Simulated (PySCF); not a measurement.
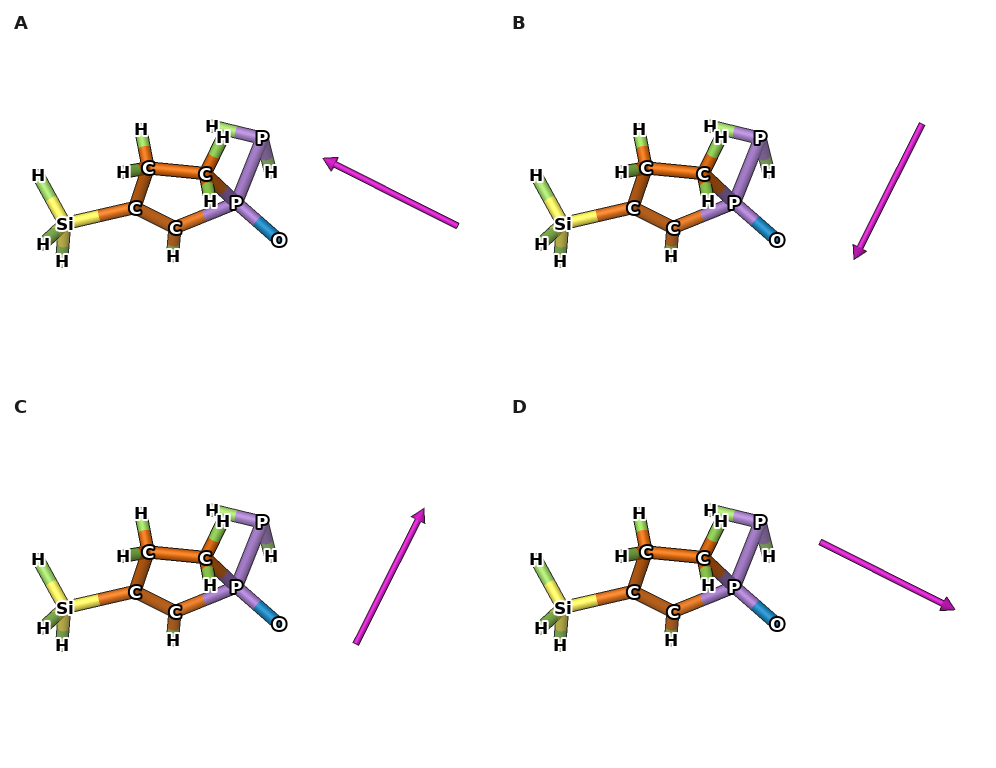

The same molecule four times, each with an arrow. The geometry was computed by an optimisation with GFN2-xTB. No frequency run is at hand to confirm it as a minimum. Level of theory: PBE0/pcSseg-1, gas phase (PySCF 2.14.0).

### Which arrow points along the dipole moment, from the negative to the positive end?

A. The dipole moment is 4.51 D.

The geometry is semi-empirical. Around P, Si such bond lengths and angles can be off by a tenth of an ångström or more and by several degrees, and values that hang on the shape move with them.
